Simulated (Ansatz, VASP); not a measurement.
# Cross-check of CoSi2 between VASP and Ansatz

Aim: how closely do two programs agree when they are given the same cell, functional and k mesh?

Program: Ansatz 0.2.0. Level of theory: plane waves, with VASP 6.6.1 beside it; relaxation of cell and atoms at BLYP. Results are calculated unless marked as measured.

### 1. The starting structure

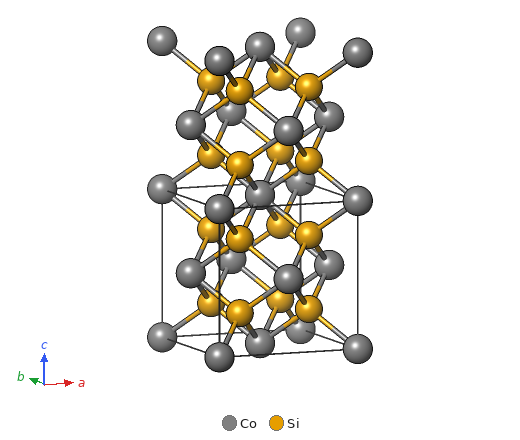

Start, viewed slightly off an axis; cobalt grey, silicon orange. 1×1×2 cells are drawn. This picture shows the conventional cell, with its axes. Some periodic images of atoms are drawn too.

### 2. Ansatz: relaxation of cell and atoms, BLYP

Ansatz runs on its default PAW (the set named soft_2) files.

The relaxed volume is the usual yardstick between codes: its relative difference is about their pressure difference at one cell divided by the bulk modulus.

The input, input.yaml:

```yaml
crystal:
  lattice:
    - [0.0, 2.7090611333, 2.7090611333]
    - [2.7090611333, 0.0, 2.7090611333]
    - [2.7090611333, 2.7090611333, 0.0]
  atoms:
    - { symbol: Co, position: [0.0, 0.0, 0.0] }
    - { symbol: Si, position: [0.75, 0.75, 0.75] }
    - { symbol: Si, position: [0.25, 0.25, 0.25] }
hamiltonian:
  xc: blyp
  pseudopotentials: { kind: paw }
magnetization:
  spin_polarized: true
kpoints:
  mp_grid: { grid: [12, 12, 12] }
scf:
  occupations: { method: gaussian, width: 0.05 }
relax:
  f_tol: 0.01
  max_steps: 60
  cell: { stress_tol: 0.05 }
output:
  forces: true
  stress: true
```

The run is started by

```sh
ansatz run input.yaml --threads 4 --pin off --max-ram 9216MiB --backend cpu --events-out ev --progress --plain --runs-dir out
```

Numbers of over 12 decimals in the logs are rounded to 6 here.

What it wrote:

```text
band count auto-derived: 18 (N_el = 25.0; filled up to band 13; 17 by the electrons, moments and atoms)
Engine: ansatz 0.2.0, aarch64-unknown-linux-gnu
Pseudopotentials: kind: paw
Pseudopotential: Co, paw, valence charge 17, recommended cutoff 420 eV (normal), Co.paw.azcp
Pseudopotential: Si, paw, valence charge 4, recommended cutoff 420 eV (normal), Si.paw.azcp
Functional definition: BLYP
  parameter beta = 0.0042
  parameter a = 0.04918
  parameter b = 0.132
  parameter c = 0.2533
  parameter d = 0.349
  exchange = b88_x(beta = beta)
  correlation = lyp_c(a = a, b = b, c = c, d = d)
Crystal: 3 atoms, lattice volume = 39.764 Å³
Basis set: ecut = 420 eV, 749 PW (Γ), exchange–correlation on 54×54×54 points (8 copies of the dense FFT grid, shifted against one another)
Bands: 18, of which v1, the nominal top of the filled ones, is band 13 counted from 1 (12 counted from 0)
Symmetry: 48 space group operations
Space group: Fm-3m (ITA 225), of the structure as read, at distance tolerance 3.4e-5 Å
k-points: 72 of 1728
Non-local potential: Co, projectors of the file, l = 0: 3, l = 1: 2, l = 2: 3, l = 3: 1
Non-local potential: Si, projectors of the file, l = 0: 2, l = 1: 2, l = 2: 2
PAW form: soft (Blöchl's): semilocal exchange-correlation on the pseudo side does not see the compensation charge
PAW frozen core: Co, regenerated for the run's functional, and the local potential with it (the file was generated under x = pbe(κ = 0.804, μ = 0.219515), c = pbe(β = 0.066725))
PAW frozen core: Si, regenerated for the run's functional, and the local potential with it (the file was generated under x = pbe(κ = 0.804, μ = 0.219515), c = pbe(β = 0.066725))
PAW one-centre angular grid: Co, 590 points (default); XC on 64 Gauss nodes
PAW one-centre angular grid: Si, 110 points (default); XC on 64 Gauss nodes
Initial density: superposition of atomic densities (chi_scale 0.1, normalization cell, long waves kept (reshape's long-wave potential 0.00 eV rms))
Initial wavefunctions: pseudopotential atomic-orbital guess
Functional: x = b88, c = lyp
SCF iter   1: F=—  HF=-6415.413570 eV  |F-HF|=—  |Δ(HF+E_count)|=         —  Δρ=8.28e-2 (↑8.28e-2 ↓8.28e-2)  dr2=1.17e1  dr2_m=0.00e0  M=0.000 μB ∫|m|=0.000 μB  β_m=0.30  ethr=3.10e-3  ⟨swp⟩=5.9  Hψ=6638  notcnv=0
preconditioner: auto → Kerker (q_TF=auto, 2.525 Å⁻¹)  [metal: Δε(μ)=0.044 eV  Ē_g=9.250 eV  σ=0.050 eV  W_gap=0.46  n_scr=14 (ndim 8)  ℏωp=24.3 eV  f_vac=0.000  D(μ)=1.10/eV (n_scr^D=8)]
spin=Collinear: Kerker preconditioning applied to the charge; magnetization (m = ρ↑ − ρ↓) channel mixes plain (no charge-response kernel on spin).
SCF iter   2: F=—  HF=-6414.444258 eV  |F-HF|=—  |Δ(HF+E_count)|=   9.69e-1  Δρ=5.31e-2 (↑5.31e-2 ↓5.31e-2)  dr2=2.11e0  dr2_m=0.00e0  M=0.000 μB ∫|m|=0.000 μB  β_m=0.26  ethr=3.10e-3  ⟨swp⟩=2.9  Hψ=3222  notcnv=0  defer=95
SCF iter   3: F=—  HF=-6414.162159 eV  |F-HF|=—  |Δ(HF+E_count)|=   2.82e-1  Δρ=2.00e-2 (↑2.00e-2 ↓2.00e-2)  dr2=1.08e0  dr2_m=0.00e0  M=0.000 μB ∫|m|=0.000 μB  β_m=0.38  ethr=3.10e-3  ⟨swp⟩=2.3  Hψ=2644  notcnv=0  defer=94
SCF iter   4: F=—  HF=-6412.372128 eV  |F-HF|=—  |Δ(HF+E_count)|=    1.79e0  Δρ=9.28e-2 (↑5.19e-2 ↓9.28e-2)  dr2=5.48e-1  dr2_m=1.85e0  M=1.795 μB ∫|m|=1.795 μB  ethr=3.10e-3  ⟨swp⟩=2.8  Hψ=2042  notcnv=0  defer=94
Mixer restart at iter 4: flushing history
SCF iter   5: F=—  HF=-6413.690919 eV  |F-HF|=—  |Δ(HF+E_count)|=         —  Δρ=6.33e-2 (↑6.33e-2 ↓3.44e-2)  dr2=3.31e-1  dr2_m=8.11e-1  M=0.333 μB ∫|m|=0.355 μB  β_m=0.52  ethr=2.19e-3  ⟨swp⟩=3.8  Hψ=6867  notcnv=0  defer=75
SCF iter   6: F=—  HF=-6413.858846 eV  |F-HF|=—  |Δ(HF+E_count)|=   1.68e-1  Δρ=5.41e-2 (↑1.45e-2 ↓5.41e-2)  dr2=7.14e-1  dr2_m=3.88e-1  M=0.176 μB ∫|m|=0.194 μB  β_m=0.69  ethr=1.32e-3  ⟨swp⟩=2.4  Hψ=5024  notcnv=0  defer=124
SCF iter   7: F=—  HF=-6414.216152 eV  |F-HF|=—  |Δ(HF+E_count)|=   3.57e-1  Δρ=7.50e-2 (↑7.50e-2 ↓4.82e-2)  dr2=3.85e0  dr2_m=7.38e-2  M=0.131 μB ∫|m|=0.152 μB  β_m=0.25  ethr=1.32e-3  ⟨swp⟩=2.9  Hψ=5816  notcnv=0  defer=188  recentre
SCF iter   8: F=—  HF=-6413.839073 eV  |F-HF|=—  |Δ(HF+E_count)|=   3.77e-1  Δρ=1.97e-2 (↑1.81e-2 ↓1.97e-2)  dr2=3.87e-2  dr2_m=1.25e-1  M=0.091 μB ∫|m|=0.122 μB  β_m=0.54  ethr=1.32e-3  ⟨swp⟩=2.2  Hψ=6073  notcnv=0  defer=186
SCF iter   9: F=—  HF=-6413.858193 eV  |F-HF|=—  |Δ(HF+E_count)|=   1.91e-2  Δρ=2.46e-3 (↑1.32e-3 ↓2.46e-3)  dr2=4.82e-3  dr2_m=3.39e-4  M=-0.002 μB ∫|m|=0.020 μB  β_m=0.62  ethr=1.55e-4  ⟨swp⟩=2.3  Hψ=4144  notcnv=0  defer=188
Mixer restart at iter 9: flushing history
SCF iter  10: F=—  HF=-6413.858471 eV  |F-HF|=—  |Δ(HF+E_count)|=         —  Δρ=4.53e-4 (↑4.53e-4 ↓4.53e-4)  dr2=5.02e-4  dr2_m=0.00e0  M=0.000 μB ∫|m|=0.000 μB  β_m=0.62  ethr=1.93e-5  ⟨swp⟩=4.8  Hψ=4423  notcnv=0  defer=46
SCF iter  11: F=—  HF=-6413.858564 eV  |F-HF|=—  |Δ(HF+E_count)|=   9.25e-5  Δρ=1.02e-3 (↑1.02e-3 ↓1.02e-3)  dr2=1.08e-3  dr2_m=0.00e0  M=0.000 μB ∫|m|=0.000 μB  β_m=0.33  ethr=2.01e-6  ⟨swp⟩=2.3  Hψ=2193  notcnv=0  defer=55  recentre
SCF iter  12: F=—  HF=-6413.858492 eV  |F-HF|=—  |Δ(HF+E_count)|=   7.20e-5  Δρ=3.94e-4 (↑3.94e-4 ↓3.94e-4)  dr2=3.38e-4  dr2_m=0.00e0  M=0.000 μB ∫|m|=0.000 μB  β_m=0.11  ethr=2.01e-6  ⟨swp⟩=2.1  Hψ=1594  notcnv=0  defer=57
[...]
SCF 1 converged in 17 iterations: F = -6413.858515 eV  dr2 = 1.50e-8
  greatest PAW one-centre occupation: 1.000 electrons in one spin orbital (limit 2), on the Co atom at site 0 (counted from 0), in its partial waves of l = 1
the input gives no starting moments: this run first made a single point of its starting geometry. This run's own SCFs start from that state's density, with no starting moments from it.
Initial density: read from a saved state, or passed on in memory by an earlier SCF of this step, an earlier step, the calling program or the single point that the run made first
Stability of the state it starts from, as read at its close in the collinear treatment: not read negative (Ritz values of 1 − χ₀K, real part plus size of imaginary part, from 0.92 to 1.0, by its mixing steps under the symmetry group of the SCF that read it); nothing settles its magnetic order
iter 1 solved again at ethr=8.60e-7 eV; its pass at ethr=3.10e-3 eV (dr2=2.15e-4 eV) is discarded
SCF iter   1: F=—  HF=-6413.858510 eV  |F-HF|=—  |Δ(HF+E_count)|=         —  Δρ=3.75e-6 (↑3.75e-6 ↓3.75e-6)  dr2=1.62e-8  dr2_m=0.00e0  M=0.000 μB ∫|m|=0.000 μB  β_m=0.30  ethr=8.60e-7  ⟨swp⟩=3.0  Hψ=9898  notcnv=0
eigensolver tolerance schedule: the retry pair's looser diagonalisation over-reported the residual by 13254.90 of it (diagonalisation noise at an unbounded share of the residual, at the tolerance the schedule requests for it); recorded, not acted on — ethr = c·dr2/N_el stays at c = 1.0e-1
preconditioner: auto → Kerker (q_TF=auto, 2.525 Å⁻¹)  [metal: Δε(μ)=0.039 eV  Ē_g=8.572 eV  σ=0.050 eV  W_gap=0.40  n_scr=14 (ndim 8)  ℏωp=24.3 eV  f_vac=0.002  D(μ)=1.23/eV (n_scr^D=14)]
spin=Collinear: Kerker preconditioning applied to the charge; magnetization (m = ρ↑ − ρ↓) channel mixes plain (no charge-response kernel on spin).
SCF iter   2: F=—  HF=-6413.858515 eV  |F-HF|=—  |Δ(HF+E_count)|=   5.38e-6  Δρ=1.46e-6 (↑1.46e-6 ↓1.46e-6)  dr2=2.09e-9  dr2_m=0.00e0  M=0.000 μB ∫|m|=0.000 μB  β_m=0.26  ethr=6.49e-11  ⟨swp⟩=4.3  Hψ=3965  notcnv=0
SCF iter   3: F=-6413.858515 eV  HF=-6413.858515 eV  |F-HF|=2.49e-10  |Δ(HF+E_count)|=  3.45e-10  Δρ=7.63e-7 (↑7.63e-7 ↓7.63e-7)  dr2=6.97e-10  dr2_m=0.00e0  M=0.000 μB ∫|m|=0.000 μB  ethr=8.36e-12  ⟨swp⟩=1.2  Hψ=3294  notcnv=0
SCF 2 converged in 3 iterations: F = -6413.858515 eV  dr2 = 6.97e-10
relax step   1: F+E_penalty+E_count = -6413.85851549 eV  Δ(F+E_penalty+E_count) = +0.000e0 eV  max|allowed force component| = 3.392e-17 eV/Å  Δτ_max = 0.0000 Å  P = +1.451 GPa  Ω = 39.764 Å³  (3 SCF iters, dr2 threshold 1.00e-7 eV, accepted)
[...]
relax step   2: F+E_penalty+E_count = -6413.85976040 eV  Δ(F+E_penalty+E_count) = -1.245e-3 eV  max|allowed force component| = 8.635e-17 eV/Å  Δτ_max = 0.0000 Å  P = +0.639 GPa  Ω = 39.971 Å³  energy of the carried Pulay correction = -1.071e-4 eV  (6 SCF iters, dr2 threshold 3.00e-7 eV, accepted)
[...]
relax step   3: F+E_penalty+E_count = -6413.86000820 eV  Δ(F+E_penalty+E_count) = -2.478e-4 eV  max|allowed force component| = 9.869e-17 eV/Å  Δτ_max = 0.0000 Å  P = +0.010 GPa  Ω = 40.136 Å³  energy of the carried Pulay correction = -1.917e-4 eV  (6 SCF iters, dr2 threshold 3.00e-7 eV, accepted)
[...]
relax step   4: F+E_penalty+E_count = -6413.86021382 eV  Δ(F+E_penalty+E_count) = -2.056e-4 eV  max|allowed force component| = 8.635e-17 eV/Å  Δτ_max = 0.0000 Å  P = +0.021 GPa  Ω = 40.136 Å³  stress off target by 2.07e-2 GPa  SCF on the basis re-selected at this cell (its energy is not comparable with the rows above)  (9 SCF iters)
basis re-selected at this cell: Δ(F+E_penalty+E_count) = -2.056e-4 eV, ΔP = +0.011 GPa vs the last step (what re-selecting the basis moved, of the pressure what is left beyond the Pulay correction that the steps carried, after the strain that the cell walked since its last selection, with what the two solves' SCF thresholds leave and, on support functions, any second-order correction that the steps lacked; it is no m [...]
SCF converged after 9 iterations
Magnetization: 0.0000 μB (12.5000 up, 12.5000 down)
Absolute magnetization: 0.0000 μB (∫|ρ↑−ρ↓|)
Spin contamination: 0.0000 ħ² per cell (⟨S²⟩ above its minimum at these occupations)
Per-site moments (μB) at R_I (Å): [(0.0, 0.970788), (0.0, 0.970788), (0.0, 0.970788)]
Free energy (F): -6413.860214 eV
Harris-Foulkes:  -6413.860214 eV  (|F-HF|=1.82e-12)
Internal energy: -6413.858687 eV  (E = F + TS)
E sigma→0 (E₀):  -6413.859451 eV
Entropy (-TS):   -0.001526 eV (-0.509 meV/atom)
Fermi energy:    12.658849 eV
--- Per-component energies (eV) ---
  E_band       = -285.584591
  E_kinetic    = 545.311990
  E_local      = -4153.351879  (includes V_loc(G=0)·N_el)
  E_nonlocal   = 502.713913
  E_hartree    = 1806.744014
  E_xc         = -268.713744
  E_vxc        = -297.310402  (∫ρ·V_xc dr)
  E_paw        = -2561.813668  (= ΣΔE_a)
  E_vpaw       = -496.436469  (= ΣTr[D̂ρ^β])
  E_aug_tail   = 0.000109  (compensation charges beyond the density's cutoff)
  E_ewald      = -2284.785409
  E_core_change = 0.035986  (= ΣΔE_core)
  E_smearing   = -0.001526  (= −TS)
  E_closure    = -0.000000  (closes the sum)
  Σ components = -6413.860214   (vs F -6413.860214, Δ=0.00e0)
--- Forces (eV/Å), atoms counted from 1 ---
  atom   1  Co    -0.00000000     0.00000000     0.00000000
  atom   2  Si    -0.00000000    -0.00000000    -0.00000000
  atom   3  Si     0.00000000     0.00000000     0.00000000
  max |Σ_I F_I| component: 3.70e-17 eV/Å
--- Stress (GPa, compression-positive) ---
        0.020708      -0.000000      -0.000000
       -0.000000       0.020708      -0.000000
       -0.000000      -0.000000       0.020708
  P = ⅓ Tr σ = 0.0207 GPa (0.207 kbar)
--- Relaxed structure (3 steps of the walk, 3 accepted, 1 SCFs on fresh bases) ---
  F+E_penalty+E_count = -6413.86021382 eV   max|allowed force component| = 8.635e-17 eV/Å   (the final SCF, on the basis selected at the relaxed cell)
  cell:  # Å, volume = 40.1365 Å³
    - [0, 2.717501, 2.717501]
    - [2.717501, 0, 2.717501]
    - [2.717501, 2.717501, 0]
  atoms:
    - { symbol: Co, position: [0, 0, 0] }
    - { symbol: Si, position: [0.750000, 0.750000, 0.750000] }
    - { symbol: Si, position: [0.250000, 0.250000, 0.250000] }
```

The job ended after 4 s (4 threads of Arm Neoverse V2, shared host; peak memory 0.4 GiB).

(Continued in part 2 of 2.)

[Lines on the potential files, build, host, timing and source positions are cut from VASP's logs without a mark.]

[Logs are printed without paths, hosts, clocks, repeated set-up lines and the standing remarks that a program may print on its own settings, such as how far it seeks lower states.]

[Hosts, paths, dates, database ids (printed as entryN), source tags and the programs' standing remarks are cut or masked in the printed files.]
